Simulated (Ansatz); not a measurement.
**UCCSD(T)/STO-3G run of SF (Monosulfur monofluoride)**

Aim: the energy change on altering one bond length of SF (Monosulfur monofluoride) at UCCSD(T)/STO-3G, from 2 runs. 

The calculation is run with Ansatz 0.2.0.

38 further runs of the same task are left out: 8 that didn't finish, 30 set aside as unsound or not needed.

## 1. The system as given

The species is SF (2 atoms), meant as a doublet with charge 0. SMILES: `F[S]`. The coordinates come from a GFN2-xTB relaxation.

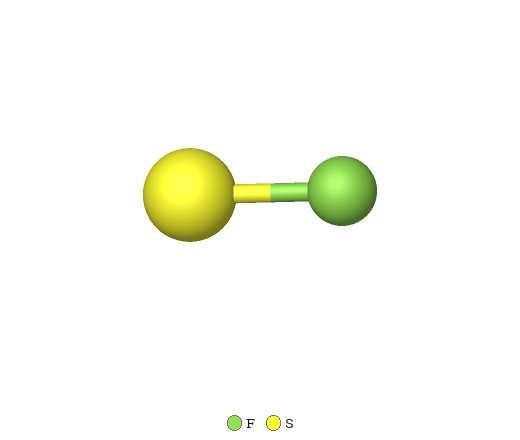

Viewed from a chosen angle; fluorine green, sulfur yellow.

## 2. A single-point energy at UCCSD(T)/STO-3G

job.yaml reads:

```yaml
crystal:
  periodic: [false, false, false]
  atoms:
    - {symbol: F, position_ang: [0.000000, 0.000000, 0.000000]}
    - {symbol: S, position_ang: [0.000000, 0.000000, 1.626530]}
basis:
  gaussian:
    orbitals: STO-3G
magnetization:
  spin_polarized: true
  initial_magnetization: 1
correlation:
  method: ccsd_t
  frozen_orbitals: {F: 1, S: 5}
accuracy: high
scf:
  omitted_lower_state_checks: [cluster_reference, increment]
```

Started as:

```
ansatz run job.yaml --threads 1 --pin off --max-ram 2610MiB --events-out events.jsonl --progress --plain --runs-dir runs
```

What it wrote (excerpt; [...] marks lines left out):

```text
Warning: RAYON_NUM_THREADS=1 ignored (pool sized by the plan → 1); use --threads N
Functional definition: HF
  name "HF"
[...]
224 factors; integrals over basis functions are off by at most 3.0e-8 eV
[...]
mean field -13364.84088657 eV, -491.1488435668 hartree, gradient 1.5e-8 eV, S^2 0.756336; 2 other end points of the search recorded, 0 dependent functions left out
6 core orbitals not correlated: weight in the atoms' cores, before any rotation towards them, 1.000 or more for the frozen orbitals, at most 0.000 for the correlated occupied ones
reference -13364.84088657 eV, -491.1488435668 hartree; 7, 6 occupied and 1, 2 virtual orbitals, 224 factors
second order -0.87296636 eV of doubles, -0.00000000 eV of singles
cycle   1  -1.07561904 eV  change   -2.0e-1 eV  update   5.9e-2
[...]
cycle  22  -1.26817048 eV  change  -5.5e-10 eV  update  3.1e-10
perturbative correction -0.03468575 eV, -0.0012746780 hartree
Total energy: -13366.14374280 eV, -491.1967226502 hartree
Checks for a lower state left out: cluster_reference, increment
```

It took 0.14 s on 1 thread of Arm Neoverse V1, shared host.

## 3. The distorted shape, same level

job.yaml reads:

```yaml
crystal:
  periodic: [false, false, false]
  atoms:
    - {symbol: F, position_ang: [0.000000, 0.000000, -0.406670]}
    - {symbol: S, position_ang: [0.000000, 0.000000, 1.626530]}
basis:
  gaussian: {orbitals: STO-3G}
accuracy: high
scf: {omitted_lower_state_checks: [cluster_reference, increment]}
correlation: {method: ccsd_t, frozen_orbitals: {F: 1, S: 5}}
magnetization: {spin_polarized: true, initial_magnetization: 1}
```

Started as:

```
ansatz run job.yaml --threads 1 --pin off --max-ram 2610MiB --events-out events.jsonl --progress --plain --runs-dir runs
```

What it wrote (excerpt; [...] marks lines left out):

```text
Warning: RAYON_NUM_THREADS=1 ignored (pool sized by the plan → 1); use --threads N
[... 2 set-up lines as earlier in the session ...]
[...]
217 factors; integrals over basis functions are off by at most 3.4e-8 eV
[...]
mean field -13364.15898717 eV, -491.1237842261 hartree, gradient 1.6e-8 eV, S^2 1.464847; 15 other end points of the search recorded, 0 dependent functions left out
6 core orbitals not correlated: weight in the atoms' cores, before any rotation towards them, 1.000 or more for the frozen orbitals, at most 0.000 for the correlated occupied ones
reference -13364.15898717 eV, -491.1237842261 hartree; 7, 6 occupied and 1, 2 virtual orbitals, 217 factors
second order -0.12843014 eV of doubles, -0.00000000 eV of singles
cycle   1  -0.20027451 eV  change   -7.2e-2 eV  update   4.0e-2
[...]
cycle  38  -1.04679958 eV  change   5.4e-10 eV  update  2.3e-10
perturbative correction -0.00315504 eV, -0.0001159456 hartree
Total energy: -13365.20894178 eV, -491.1623693465 hartree
Checks for a lower state left out: cluster_reference, increment
```

It took 0.3 s on 1 thread of Arm Neoverse V1, shared host.

## 4. Outcome

Level: UCCSD(T)/STO-3G, 6 core orbitals frozen.

| quantity | value |
| --- | --- |
| first shape: total energy | -491.19672 Eh |
| first shape: correlation energy (6 core orbitals frozen) | -47.9 mEh |
| first shape: (T) correction | -1.27 mEh |
| first shape: ⟨S²⟩ of the reference determinant | 0.756 |
| first shape: T1 diagnostic | 0.024 |
| distorted shape: total energy | -491.16237 Eh |
| distorted shape: correlation energy (6 core orbitals frozen) | -38.6 mEh |
| distorted shape: (T) correction | -0.12 mEh |
| distorted shape: ⟨S²⟩ of the reference determinant | 1.465 |
| distorted shape: T1 diagnostic | 0.073 |
| energy change with the F1–S2 bond stretched from 1.627 to 2.033 Å | 0.935 eV |

In words: With the F1–S2 bond stretched from 1.627 to 2.033 Å the energy rises by 0.93 eV (90.2 kJ/mol). The first shape isn't relaxed at this level, so the change isn't measured from a minimum. The minimal basis adds a large error of its own. The triples (first shape) make up 2.7 % of the correlation energy. ⟨S²⟩ (distorted shape) is 1.46 where a pure doublet has 0.75: the reference is spin-contaminated. The T1 diagnostic (distorted shape) of 0.073 is above the customary mark for such species, so a single reference may not serve. The triples (distorted shape) make up 0.3 % of the correlation energy.
